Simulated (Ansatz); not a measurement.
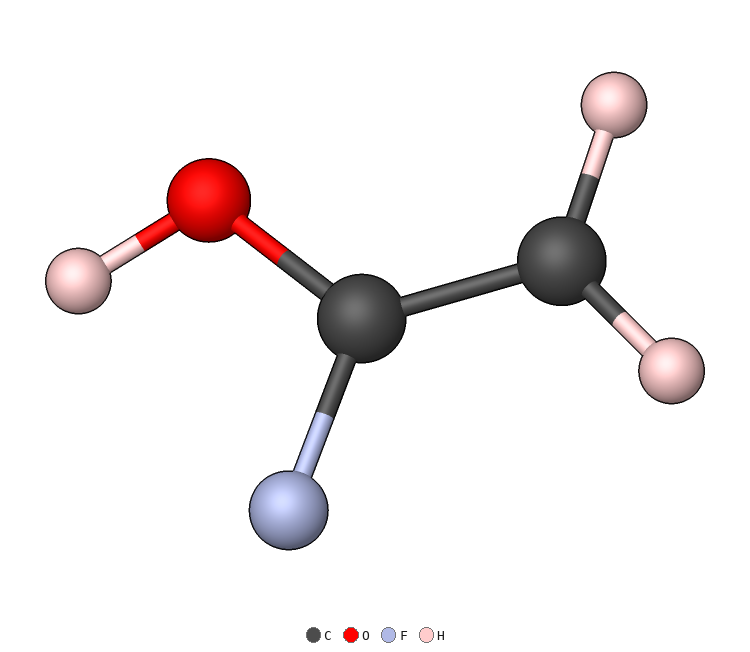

Ball-and-stick drawing of a structure.

Question: Count the atoms of each element.

Answer: C₂H₃FO, 7 atoms: 2 carbon, 3 hydrogen, 1 fluorine and 1 oxygen.

Question: Give a SMILES string for it.

Answer: C=C(O)F

Question: How many bonds of each kind are drawn?

Answer: 2 C–H, 1 C–C, 1 C–O, 1 C–F, 1 O–H.

Question: Does it have rings?

Answer: It has no ring.

Question: Name functional groups in it.

Answer: Among them: alkene, C–F bond.

The parts below concern this one geometry. Atoms keep their numbers from picture to picture. Computed geometry: PBE0-D4/def2-TZVP optimisation.

### Shape

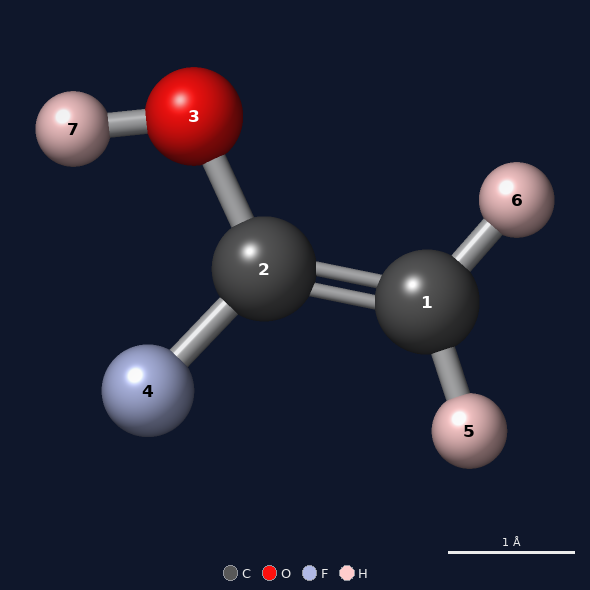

Numbered structure.

Which atoms are bonded, and how long are the bonds?

```
 bond  length (Å)   order
C1–C2       1.320  double
C1–H5       1.078  single
C1–H6       1.079  single
C2–O3       1.334  single
C2–F4       1.338  single
O3–H7       0.963  single
```

### Dipole moment

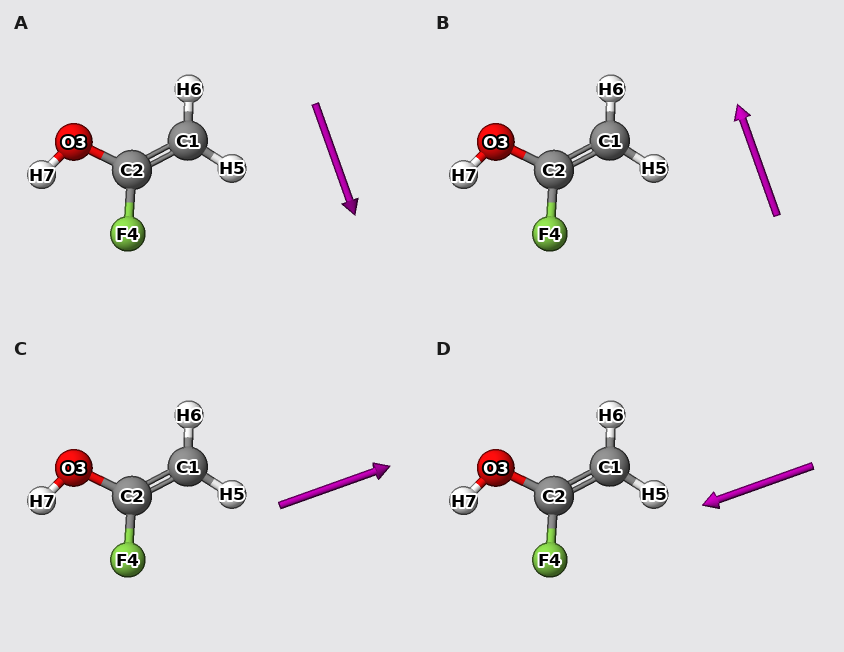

The same molecule four times, each with an arrow. Level of theory: RKS r2SCAN-D4/def2-TZVPP (Ansatz 0.2.0).

Question: Which arrow points along the dipole moment, from the negative to the positive end?

Answer: D. The dipole moment is 1.12 D; it points from the side of H5 to the side of H7 (the outermost atoms at the two ends).

### Electronic properties

Level of theory: RKS revPBE-D4/def2-TZVPP (Ansatz 0.2.0).

Computed properties:

- HOMO energy (Kohn–Sham orbital): −5.57 eV
- LUMO energy (Kohn–Sham orbital): 0.13 eV
- HOMO–LUMO gap: 5.71 eV
- dispersion correction: −32.1 kJ/mol

### Charges

The questions are on Mulliken charges. Method: RKS B3LYP-D4/def2-TZVPP (Ansatz 0.2.0).

Question: Which atom carries the highest charge (most positive or least negative)?

Answer: C2 (0.36 e).

Question: And the lowest?

Answer: C1 (−0.31 e).

List the Mulliken charges.

| atom | value (e) |
| --- | --- |
| C1 | −0.31 |
| C2 | 0.36 |
| O3 | −0.27 |
| F4 | −0.20 |
| H5 | 0.11 |
| H6 | 0.11 |
| H7 | 0.21 |

Mulliken values depend strongly on the basis set and can even reverse the polarity of a bond.
